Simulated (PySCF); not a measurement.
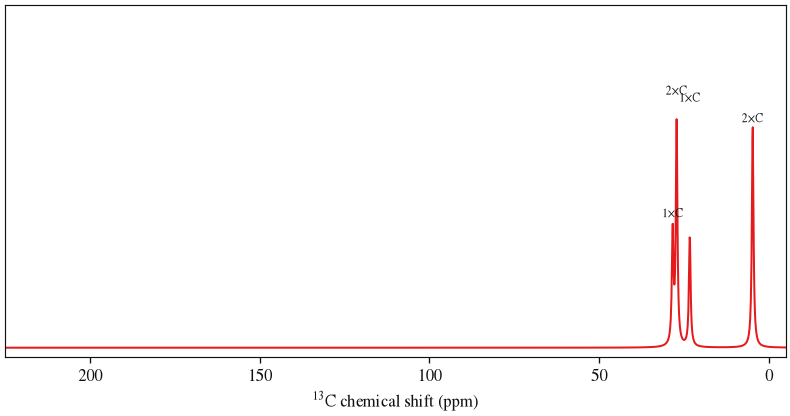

GIAO shifts, PBE0/pcSseg-1 (IEF-PCM acetone), PySCF 2.14.0, at a PBE0-D3(BJ)/def2-SVP geometry (no frequency check), against TMS for ¹³C computed at the same level. fully decoupled, line heights follow the number of nuclei, widths are arbitrary (no quadrupolar broadening); values of one conformer, averaged over methyl-type rotors and exact or near symmetry; other conformers aren't averaged in.

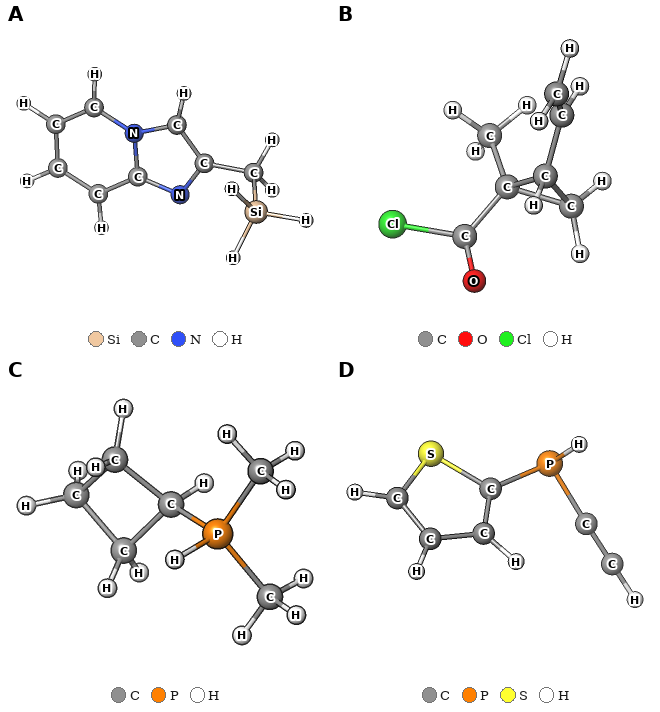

> Which molecule was computed? The candidates are drawn in the second picture. Charge and spin: A neutral singlet; B neutral singlet; C +1 singlet; D neutral singlet.

Structure C, C₆H₁₄P⁺, SMILES C[PH+](C)C1CCC1. Its ¹³C signals: 28.3 (1 C), 27.1 (2 C), 23.2 (1 C), 4.7 (2 C) ppm.
